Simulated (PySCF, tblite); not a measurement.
# B₁₄N₁₄H₁₄: electronic excitations, NMR shifts

Wanted: electronic excitations, NMR shifts for B₁₄N₁₄H₁₄.

Programs: tblite 0.8.0 and PySCF 2.14.0, with routines of our own; each step states its level. All values are computed. Atoms count from 0.

## 1. The system as given

42 atoms, charge 0, multiplicity 1; geometry from: force field, distance geometry or constructed start.

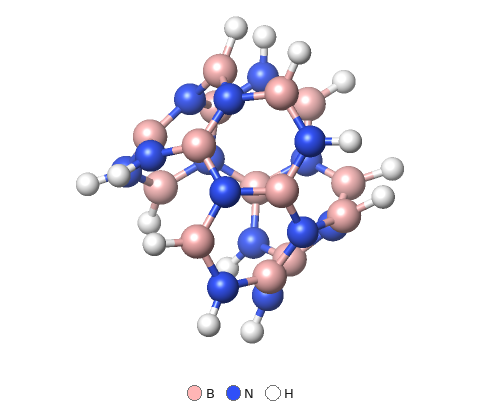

The starting geometry (boron pink, nitrogen blue, hydrogen white).

## 2. Geometry optimisation with GFN2-xTB

Job settings and geometry (Å):

```
{"job": {"kind": "relax", "xc": "GFN2-xTB", "basis": "xTB"}, "charge": 0, "multiplicity": 1}
B      2.454400     0.564000    -0.011100
N      1.752600     1.770000    -0.364300
B      2.241500     1.125600     2.426800
N      1.274500     2.132900     2.071700
B      1.443900     2.020000    -1.745500
N      0.125600     2.460000    -2.099400
B      0.912800     2.302200     0.683000
N     -0.466900     2.414900     0.339900
B     -0.853000     2.298400    -1.053600
N     -1.967700     1.466200    -1.399500
B     -1.390100     2.020000     1.380000
N     -2.267900     0.944500     1.034200
B     -2.395900     0.566500    -0.352400
N     -2.334400    -0.821100    -0.708000
B     -2.467200    -0.025800     2.078100
N     -2.080900    -1.363000     1.736300
B     -2.179000    -1.187800    -2.095900
N     -1.219300    -2.193700    -2.445700
B     -1.838500    -1.682600     0.340900
N     -0.662400    -2.425000    -0.006800
B     -0.274400    -2.502400    -1.399600
N      1.096500    -2.282100    -1.749100
B      0.332400    -2.501600     1.040800
N      1.601300    -1.966600     0.684800
B      1.895400    -1.681800    -0.704400
N      2.483600    -0.431800    -1.050700
B      2.237000    -1.187400     1.729300
N      2.513300     0.170300     1.383300
H      2.757000     1.089400     3.471100
H      0.844300     2.724000     2.816700
H      2.261800     1.869700    -2.577300
H     -0.102400     2.864600    -3.027600
H     -2.427700     1.507100    -2.333900
H     -1.409900     2.540800     2.433200
H     -2.906100     0.247000     3.121900
H     -1.972500    -2.089100     2.462500
H     -2.829600    -0.677000    -2.928200
H     -1.201400    -2.651100    -3.378300
H      1.488800    -2.537600    -2.680000
H      0.103500    -2.975200     2.082800
H      2.917100    -0.254000    -1.980300
H      2.505600    -1.645300     2.781100
```

Run with:

```bash
$ OMP_NUM_THREADS=2 python large_run.py task.json out
```

The driver reads the jobs from task.json and runs them one after another.

Standard output:

```text
step      E/eV     max force
  0   -1804.52581    2.198
  1   -1805.10053    1.636
  2   -1805.53297    1.042
  3   -1805.76364    0.699
  4   -1805.85648    0.527
  5   -1805.90390    0.458
  6   -1805.95664    0.303
  7   -1805.98661    0.313
  8   -1806.01212    0.299
  9   -1806.03549    0.240
 10   -1806.05753    0.254
 11   -1806.07250    0.180
 12   -1806.08212    0.157
 13   -1806.09053    0.152
 14   -1806.09905    0.187
 15   -1806.10704    0.180
 16   -1806.11266    0.109
 17   -1806.11574    0.104
 18   -1806.11776    0.086
 19   -1806.11961    0.062
 20   -1806.12116    0.058
 21   -1806.12236    0.067
 22   -1806.12335    0.067
 23   -1806.12427    0.052
 24   -1806.12515    0.049
 25   -1806.12595    0.048
 26   -1806.12667    0.046
 27   -1806.12737    0.044
 28   -1806.12808    0.044
 29   -1806.12878    0.039
 30   -1806.12941    0.041
 31   -1806.13001    0.037
 32   -1806.13060    0.040
 33   -1806.13125    0.042
 34   -1806.13197    0.045
 35   -1806.13275    0.051
 36   -1806.13350    0.040
 37   -1806.13414    0.039
 38   -1806.13471    0.039
 39   -1806.13525    0.043
 40   -1806.13574    0.041
 41   -1806.13617    0.033
 42   -1806.13655    0.029
 43   -1806.13694    0.031
 44   -1806.13738    0.037
 45   -1806.13782    0.041
 46   -1806.13823    0.037
 47   -1806.13862    0.033
 48   -1806.13902    0.034
 49   -1806.13937    0.027
 50   -1806.13963    0.026
 51   -1806.13983    0.026
 52   -1806.14005    0.031
 53   -1806.14029    0.029
 54   -1806.14052    0.023
 55   -1806.14066    0.020
```

It took 2.4 s on 2 threads of Arm Neoverse N1, shared host; peak memory 0.16 GiB.

Step by step:

| step | energy from step 0 (eV) | largest force (eV/Å) |
| --- | --- | --- |
| 0 | 0.0000 | 2.1983 |
| 1 | -0.5747 | 1.6360 |
| 2 | -1.0072 | 1.0420 |
| 3 | -1.2378 | 0.6985 |
| 4 | -1.3307 | 0.5268 |
| 5 | -1.3781 | 0.4580 |
| 6 | -1.4308 | 0.3031 |
| 7 | -1.4608 | 0.3128 |
| 8 | -1.4863 | 0.2998 |
| 11 | -1.5467 | 0.1803 |
| 15 | -1.5812 | 0.1803 |
| 19 | -1.5938 | 0.0619 |
| 23 | -1.5985 | 0.0524 |
| 27 | -1.6016 | 0.0436 |
| 31 | -1.6042 | 0.0366 |
| 35 | -1.6069 | 0.0512 |
| 39 | -1.6094 | 0.0436 |
| 43 | -1.6111 | 0.0313 |
| 47 | -1.6128 | 0.0329 |
| 51 | -1.6140 | 0.0260 |
| 52 | -1.6142 | 0.0317 |
| 53 | -1.6145 | 0.0294 |
| 54 | -1.6147 | 0.0226 |
| 55 | -1.6148 | 0.0190 |

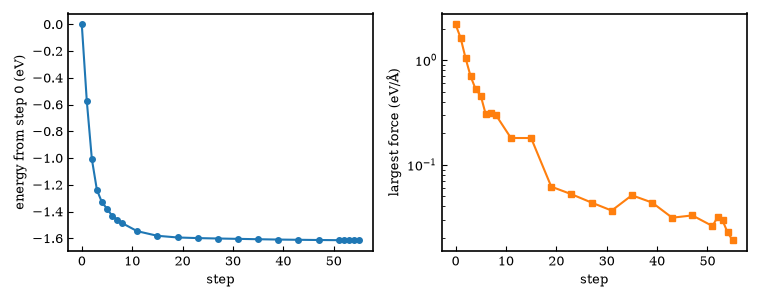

Energy and largest force along the relaxation.

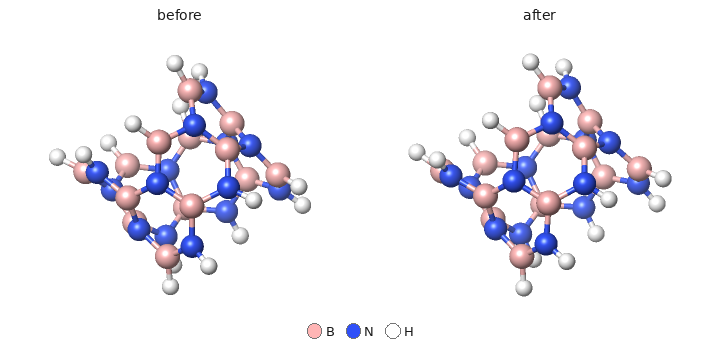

Before and after, at one scale.

Close pairs (by a distance rule), those that changed most:

| bond | before (Å) | after (Å) | change (Å) |
| --- | --- | --- | --- |
| N3–H29 | 1.044 | 1.007 | -0.037 |
| B2–N3 | 1.441 | 1.405 | -0.036 |
| N9–H32 | 1.042 | 1.009 | -0.034 |
| N21–H38 | 1.042 | 1.009 | -0.033 |
| N25–H40 | 1.041 | 1.009 | -0.032 |
| N17–H37 | 1.039 | 1.008 | -0.031 |
| N5–H31 | 1.038 | 1.008 | -0.030 |
| B14–N15 | 1.433 | 1.405 | -0.028 |

The next job starts from the end point, and lists it.

## 3. Electronic excitations: TDA PBE0/def2-SVP

Job settings and geometry (Å):

```
{"job": {"kind": "uv", "basis": "def2-SVP", "grid": 1, "kgrid": 0, "vcut": 1.5, "nstates": 6, "ntriplets": 2, "tda": true, "delta": [], "pop": true, "xc": "PBE0"}, "charge": 0, "multiplicity": 1}
B      2.424474     0.552051    -0.015736
N      1.817257     1.796670    -0.389927
B      2.283830     1.174587     2.386466
N      1.478654     2.259345     2.000118
B      1.507826     2.186771    -1.741243
N      0.180535     2.561404    -2.025164
B      0.939969     2.283134     0.662628
N     -0.452955     2.445577     0.357844
B     -0.819776     2.260708    -1.024868
N     -2.008717     1.546265    -1.342518
B     -1.396843     2.012144     1.370257
N     -2.252576     0.931822     1.026240
B     -2.337244     0.537812    -0.365739
N     -2.385765    -0.846368    -0.737511
B     -2.509402    -0.073191     2.036176
N     -2.284065    -1.405925     1.652734
B     -2.302019    -1.334604    -2.089744
N     -1.290182    -2.268522    -2.383819
B     -1.828535    -1.682583     0.312043
N     -0.678696    -2.481724    -0.002395
B     -0.264261    -2.467481    -1.384502
N      1.121342    -2.366284    -1.698278
B      0.351419    -2.569636     1.016229
N      1.610729    -1.996140     0.692311
B      1.872323    -1.661271    -0.689730
N      2.627555    -0.492316    -0.990586
B      2.239595    -1.188668     1.717362
N      2.516010     0.162828     1.377912
H      2.659643     1.047837     3.488081
H      1.086096     2.868877     2.699129
H      2.315237     2.161059    -2.596418
H     -0.100540     2.745715    -2.975618
H     -2.202771     1.340466    -2.310713
H     -1.352798     2.426731     2.467263
H     -2.794117     0.212247     3.135703
H     -2.215086    -2.126204     2.353316
H     -3.018214    -0.941810    -2.935806
H     -1.134140    -2.560651    -3.335938
H      1.393565    -2.277073    -2.665813
H      0.113011    -2.953175     2.098864
H      2.733541    -0.220841    -1.956125
H      2.351818    -1.583963     2.814335
```

With the program's defaults for keys left out, this is: TDA PBE0/def2-SVP, vertical, gas phase, core orbitals frozen in the response, virtual orbitals cut by energy.

Standard output:

```text
start: PBE on a coarse grid of 35830 points
cycle   1  E = -1121.2571550624  dE =  4.713e+00  |g| = 1.385e+00  |ddm| = 8.284e+00
cycle   2  E = -1120.3324836186  dE =  9.247e-01  |g| = 2.426e+00  |ddm| = 4.532e+00
cycle   3  E = -1121.6898174011  dE = -1.357e+00  |g| = 2.271e-01  |ddm| = 3.172e+00
cycle   4  E = -1121.7025618461  dE = -1.274e-02  |g| = 9.421e-02  |ddm| = 3.905e-01
cycle   5  E = -1121.7044329889  dE = -1.871e-03  |g| = 3.347e-02  |ddm| = 1.158e-01
cycle   6  E = -1121.7046743847  dE = -2.414e-04  |g| = 1.368e-02  |ddm| = 4.605e-02
cycle   7  E = -1121.7047180927  dE = -4.371e-05  |g| = 2.651e-03  |ddm| = 1.487e-02
final grid: 158142 points
cycle   8  E = -1122.0006213918  dE = -1.874e-02  |g| = 3.536e-02  |ddm| = 6.283e-01
cycle   9  E = -1122.0008349633  dE = -2.136e-04  |g| = 2.416e-02  |ddm| = 8.670e-02
cycle  10  E = -1122.0009747230  dE = -1.398e-04  |g| = 8.270e-03  |ddm| = 3.788e-02
cycle  11  E = -1122.0009905412  dE = -1.582e-05  |g| = 2.460e-03  |ddm| = 1.034e-02
cycle  12  E = -1122.0009901373  dE =  4.039e-07  |g| = 9.212e-04  |ddm| = 3.159e-03
cycle  13  E = -1122.0009914428  dE = -1.306e-06  |g| = 2.293e-04  |ddm| = 1.176e-03
cycle  14  E = -1122.0009915376  dE = -9.479e-08  |g| = 6.170e-05  |ddm| = 3.077e-04
converged SCF energy = -1122.0009915376

Static polarisability (au): isotropic 217.599, principal 209.789 211.281 231.728

Singlet excitations
state   eV       nm        f      main configurations
  1   5.7055    217.3   0.02524   H->L 0.47, H->L+1 0.27, H-1->L+1 0.11
  2   5.7455    215.8   0.02636   H-1->L 0.68, H-1->L+1 0.10
  3   5.7865    214.3   0.00618   H->L+1 0.43, H->L 0.37
  4   5.8983    210.2   0.00349   H-1->L+1 0.37, H-3->L 0.13, H-1->L 0.11
  5   5.9774    207.4   0.01047   H-1->L+2 0.20, H->L+2 0.19, H-2->L 0.18
  6   6.0696    204.3   0.01579   H-2->L+1 0.22, H-1->L+1 0.19, H-3->L 0.13

Triplet excitations (Tamm-Dancoff, eV): 5.3386 5.3716
```

Run time: 2 min. Hardware: 2 threads of Arm Neoverse N1, shared host; peak memory 1.5 GiB.

Frontier orbitals and where they lie:

| orbital | eV | atoms |
| --- | --- | --- |
| HOMO−4 | -7.90 | N3 16 %, N17 13 %, N21 13 % |
| HOMO−3 | -7.37 | N11 14 %, N19 13 %, N15 13 % |
| HOMO−2 | -7.34 | N27 9 %, N13 9 %, N23 9 % |
| HOMO−1 | -7.03 | N1 21 %, N25 14 %, N9 12 % |
| HOMO | -6.98 | N21 15 %, N13 14 %, N25 9 % |
| LUMO | -0.25 | B22 14 %, B4 12 %, B10 9 % |
| LUMO+1 | -0.16 | B10 15 %, B16 15 %, B12 14 % |
| LUMO+2 | 0.13 | B22 30 %, B4 16 %, B10 6 % |
| LUMO+3 | 0.34 | B14 29 %, B18 20 %, B10 9 % |

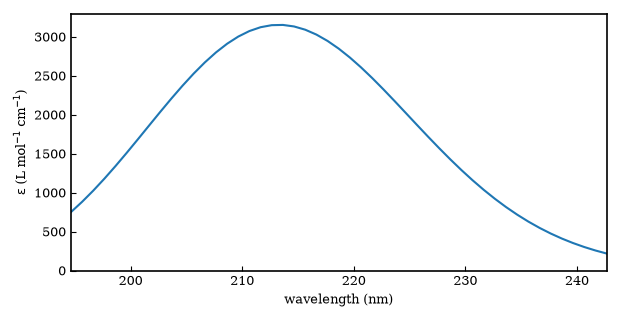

Absorption spectrum: each of the 6 states is a Gaussian band of 0.4 eV half-width at 1/e. Beyond the last state computed it falls off for lack of states.

Further results of this job:

| property | computed |
| --- | --- |
| dipole moment (D) | 4.42 |
| polarisability (Å³) | 32.24 |
| HOMO–LUMO gap (eV) | 6.74 |
| −ε(HOMO) (eV) | 6.98 |

## 4. NMR shifts: GIAO KT3/pcSseg-1

The job, as its differences from that of step 3:

```diff
@@ -1,2 +1,2 @@
-{"job": {"kind": "uv", "basis": "def2-SVP", "grid": 1, "kgrid": 0, "vcut": 1.5, "nstates": 6, "ntriplets": 2, "tda": true, "delta": [], "pop": true, "xc": "PBE0"}, "charge": 0, "multiplicity": 1}
+{"job": {"kind": "nmr", "xc": "KT3", "basis": "pcSseg-1", "pop": false}, "charge": 0, "multiplicity": 1}
 B      2.424474     0.552051    -0.015736
```

Level: GIAO KT3/pcSseg-1 NMR shielding, non-relativistic, gas phase.

Standard output:

```text
start: PBE on a coarse grid of 35830 points
cycle   1  E = -1121.9485137588  dE =  4.862e+00  |g| = 1.424e+00  |ddm| = 6.651e+00
cycle   2  E = -1121.0093426912  dE =  9.392e-01  |g| = 2.486e+00  |ddm| = 3.655e+00
cycle   3  E = -1122.3872846810  dE = -1.378e+00  |g| = 2.364e-01  |ddm| = 2.648e+00
cycle   4  E = -1122.4005835171  dE = -1.330e-02  |g| = 9.410e-02  |ddm| = 3.346e-01
cycle   5  E = -1122.4023972581  dE = -1.814e-03  |g| = 3.260e-02  |ddm| = 9.135e-02
cycle   6  E = -1122.4026089019  dE = -2.116e-04  |g| = 1.437e-02  |ddm| = 3.966e-02
cycle   7  E = -1122.4026550170  dE = -4.612e-05  |g| = 2.782e-03  |ddm| = 1.256e-02
final grid: 334135 points
cycle   8  E = -1141.9462664900  dE = -5.599e-02  |g| = 1.615e-01  |ddm| = 5.813e-01
cycle   9  E = -1141.9358318813  dE =  1.043e-02  |g| = 2.713e-01  |ddm| = 3.393e-01
cycle  10  E = -1141.9519784705  dE = -1.615e-02  |g| = 1.508e-02  |ddm| = 2.143e-01
cycle  11  E = -1141.9520303194  dE = -5.185e-05  |g| = 6.262e-03  |ddm| = 2.345e-02
cycle  12  E = -1141.9520388626  dE = -8.543e-06  |g| = 2.262e-03  |ddm| = 7.005e-03
cycle  13  E = -1141.9520410608  dE = -2.198e-06  |g| = 6.780e-04  |ddm| = 2.715e-03
cycle  14  E = -1141.9520397730  dE =  1.288e-06  |g| = 1.481e-04  |ddm| = 7.576e-04
cycle  15  E = -1141.9520413152  dE = -1.542e-06  |g| = 6.300e-05  |ddm| = 2.071e-04
converged SCF energy = -1141.9520413152

GIAO shielding tensors (ppm)
atom      isotropic    diamagn.    paramagn.     s11        s22        s33       span
  0 B       77.229     216.743    -139.514     61.426     67.218    103.042     41.616
  1 N      112.858     351.724    -238.866     36.611     71.266    230.697    194.086
  2 B       73.262     204.146    -130.884     48.056     64.201    107.529     59.473
  3 N      137.908     336.259    -198.352     45.751    155.603    212.369    166.618
  4 B       75.091     209.678    -134.587     49.366     61.529    114.377     65.011
  5 N      136.654     336.457    -199.803     34.181    168.097    207.684    173.503
  6 B       76.580     213.745    -137.165     61.151     65.845    102.745     41.594
  7 N      113.026     353.176    -240.150     45.281     59.282    234.514    189.234
  8 B       78.639     217.363    -138.724     58.164     71.626    106.127     47.963
  9 N      148.674     342.315    -193.640     68.531    156.011    221.481    152.950
 10 B       70.359     208.095    -137.735     48.959     55.369    106.750     57.792
 11 N       94.587     349.473    -254.886     12.263     36.525    234.973    222.709
 12 B       77.336     216.715    -139.379     61.020     67.117    103.872     42.852
 13 N      113.250     351.035    -237.785     35.146     73.990    230.615    195.469
 14 B       73.276     205.532    -132.256     47.545     64.232    108.051     60.507
 15 N      137.522     337.314    -199.792     44.491    154.710    213.366    168.875
 16 B       74.913     208.704    -133.791     49.584     61.063    114.091     64.507
 17 N      136.491     334.690    -198.199     34.824    167.676    206.973    172.148
 18 B       77.160     214.050    -136.890     62.307     65.992    103.183     40.876
 19 N      112.636     352.552    -239.916     46.660     58.442    232.805    186.145
 20 B       78.496     216.684    -138.188     57.594     71.642    106.252     48.658
 21 N      155.622     339.963    -184.341     79.794    173.378    213.693    133.898
 22 B       70.467     208.874    -138.407     48.341     55.105    107.957     59.616
 23 N       92.319     350.560    -258.240      8.718     34.559    233.681    224.963
 24 B       77.662     218.417    -140.755     55.989     71.881    105.115     49.127
 25 N      149.123     343.248    -194.126     68.608    154.835    223.924    155.316
 26 B       71.458     206.127    -134.670     50.028     58.485    105.860     55.832
 27 N       95.562     349.169    -253.607     15.352     34.863    236.471    221.119
 28 H       27.050      31.932      -4.882     24.967     26.604     29.578      4.610
 29 H       26.832      34.908      -8.076     22.946     25.922     31.629      8.683
 30 H       26.985      35.981      -8.996     24.932     26.984     29.039      4.107
 31 H       26.971      36.646      -9.676     23.666     25.460     31.787      8.121
 32 H       28.225      43.255     -15.030     23.920     28.620     32.136      8.216
 33 H       26.810      37.181     -10.371     24.461     27.290     28.678      4.217
 34 H       27.081      33.306      -6.225     25.091     26.625     29.526      4.435
 35 H       26.859      36.110      -9.251     23.143     25.864     31.569      8.426
 36 H       26.937      34.895      -7.959     24.757     26.959     29.093      4.335
 37 H       26.910      34.902      -7.992     23.401     25.378     31.952      8.552
 38 H       28.329      41.084     -12.755     24.328     27.650     33.010      8.682
 39 H       26.809      37.725     -10.917     24.714     27.101     28.611      3.898
 40 H       28.359      44.277     -15.918     24.363     28.691     32.023      7.659
 41 H       26.833      34.552      -7.720     24.838     26.638     29.023      4.185
```

Wall time 87 s (2 threads of Arm Neoverse N1, shared host); peak memory 1.4 GiB.

The references, computed at this level on geometries of the same kind, shield at (ppm): 1H TMS 31.76, 15N NH3 264.4, 11B BF3·OEt2 100.0. Their shielding less the atom's gives the shift. The references are single molecules in the gas phase, so shifts against H2O, NH3, PH3, H3PO4 or CFCl3 are not on the usual liquid scales and can be off by tens of ppm.

| atoms | environment | σ (ppm) | δ (ppm) |
| --- | --- | --- | --- |
| H39 | hydrogen on a boron bonded to 2 N | 26.81 | 4.95 |
| H33 | hydrogen on a boron bonded to 2 N | 26.81 | 4.95 |
| H29 | hydrogen on a nitrogen bonded to 2 B | 26.83 | 4.93 |
| H41 | hydrogen on a boron bonded to 2 N | 26.83 | 4.93 |
| H35 | hydrogen on a nitrogen bonded to 2 B | 26.86 | 4.90 |
| H37 | hydrogen on a nitrogen bonded to 2 B | 26.91 | 4.85 |
| H36 | hydrogen on a boron bonded to 2 N | 26.94 | 4.82 |
| H31 | hydrogen on a nitrogen bonded to 2 B | 26.97 | 4.79 |
| H30 | hydrogen on a boron bonded to 2 N | 26.98 | 4.78 |
| H28 | hydrogen on a boron bonded to 2 N | 27.05 | 4.71 |
| H34 | hydrogen on a boron bonded to 2 N | 27.08 | 4.68 |
| H32 | hydrogen on a nitrogen bonded to 2 B | 28.23 | 3.53 |
| H38 | hydrogen on a nitrogen bonded to 2 B | 28.33 | 3.43 |
| H40 | hydrogen on a nitrogen bonded to 2 B | 28.36 | 3.40 |
| B10 | boron bonded to 2 N, H | 70.4 | 29.6 |
| B22 | boron bonded to 2 N, H | 70.5 | 29.5 |
| B26 | boron bonded to 2 N, H | 71.5 | 28.5 |
| B2 | boron bonded to 2 N, H | 73.3 | 26.7 |
| B14 | boron bonded to 2 N, H | 73.3 | 26.7 |
| B16 | boron bonded to 2 N, H | 74.9 | 25.1 |
| B4 | boron bonded to 2 N, H | 75.1 | 24.9 |
| B6 | boron bonded to 3 N | 76.6 | 23.4 |
| B18 | boron bonded to 3 N | 77.2 | 22.8 |
| B0 | boron bonded to 3 N | 77.2 | 22.7 |
| B12 | boron bonded to 3 N | 77.3 | 22.6 |
| B24 | boron bonded to 3 N | 77.7 | 22.3 |
| B20 | boron bonded to 3 N | 78.5 | 21.5 |
| B8 | boron bonded to 3 N | 78.6 | 21.3 |
| N23 | nitrogen bonded to 3 B | 92.3 | 172.1 |
| N11 | nitrogen bonded to 3 B | 94.6 | 169.8 |
| N27 | nitrogen bonded to 3 B | 95.6 | 168.8 |
| N19 | nitrogen bonded to 3 B | 112.6 | 151.8 |
| N1 | nitrogen bonded to 3 B | 112.9 | 151.5 |
| N7 | nitrogen bonded to 3 B | 113.0 | 151.4 |
| N13 | nitrogen bonded to 3 B | 113.3 | 151.1 |
| N17 | nitrogen bonded to 2 B, H | 136.5 | 127.9 |
| N5 | nitrogen bonded to 2 B, H | 136.7 | 127.7 |
| N15 | nitrogen bonded to 2 B, H | 137.5 | 126.9 |
| N3 | nitrogen bonded to 2 B, H | 137.9 | 126.5 |
| N9 | nitrogen bonded to 2 B, H | 148.7 | 115.7 |

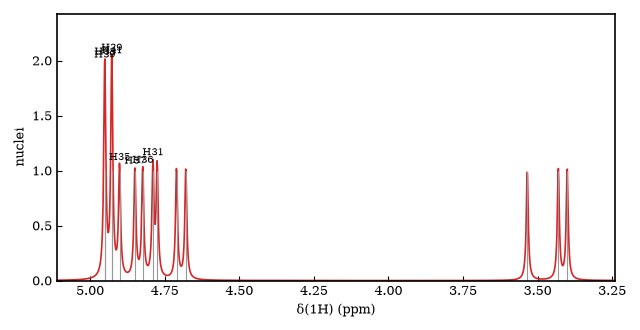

1H lines at the computed shifts, without couplings. Lines are broadened to a width of 0.01 ppm (Lorentzian).

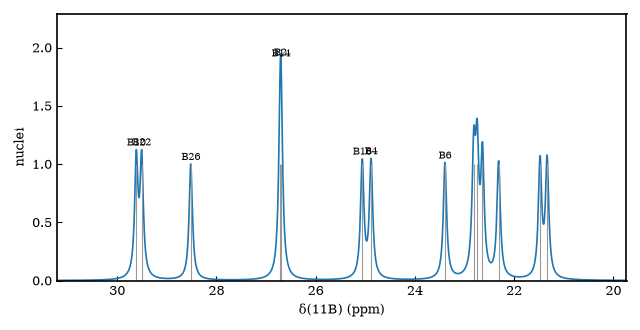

11B lines at the computed shifts, without couplings. Lines are broadened to a width of 0.08 ppm (Lorentzian).

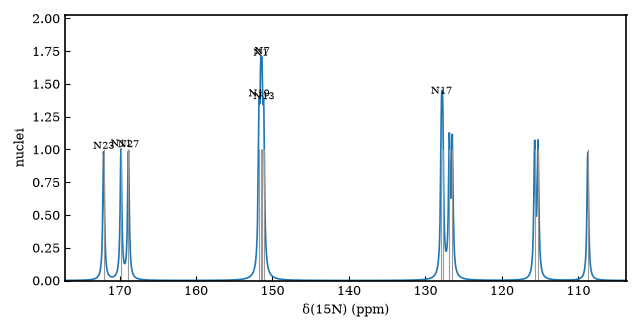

15N lines at the computed shifts, without couplings. Lines are broadened to a width of 0.25 ppm (Lorentzian).

Ring of atoms B0, N1, B2, N3, B6, N27: NICS(0) -2.1, NICS(1) -2.5, NICS(1)zz -1.2 ppm (means of both faces; NICS(1) differs between them: -4.1 and -1.0).

Ring of atoms B0, N23, B24, N25, B26, N27: NICS(0) -2.1, NICS(1) -2.7, NICS(1)zz -1.9 ppm (means of both faces; NICS(1) differs between them: -4.2 and -1.1).

Ring of atoms N1, B4, N5, B6, N7, B8: NICS(0) -2.2, NICS(1) -2.7, NICS(1)zz -2.7 ppm (means of both faces; NICS(1) differs between them: -3.7 and -1.6).

## 5. Outcome

| quantity | value |
| --- | --- |
| lowest singlet (PBE0/def2-SVP) | 5.71 eV (217 nm), f = 0.025 |
| brightest single state of those computed | state 2, 5.75 eV, f = 0.026 |
| lowest triplet | 5.34 eV |
| 1H shifts against TMS (KT3/pcSseg-1) | 4.95, 4.95, 4.93, 4.93, 4.90, 4.85, 4.82, 4.79, 4.78, 4.71, 4.68, 3.53, 3.43, 3.40 ppm |
| 11B shifts against BF3·OEt2 (KT3/pcSseg-1) | 29.6, 29.5, 28.5, 26.7, 26.7, 25.1, 24.9, 23.4, 22.8, 22.7, 22.6, 22.3, 21.5, 21.3 ppm |
| 15N shifts against NH3 (KT3/pcSseg-1) | 172.1, 169.8, 168.8, 151.8, 151.5, 151.4, 151.1, 127.9, 127.7, 126.9, 126.5, 115.7, 115.3, 108.8 ppm |

**Reading.** The lowest singlet, at 5.71 eV, is HOMO→LUMO 0.47, HOMO→LUMO+1 0.27 and is weak; of the 6 states computed, the strongest absorption comes from state 2 at 5.75 eV. The lowest triplet lies 0.37 eV below the lowest singlet.
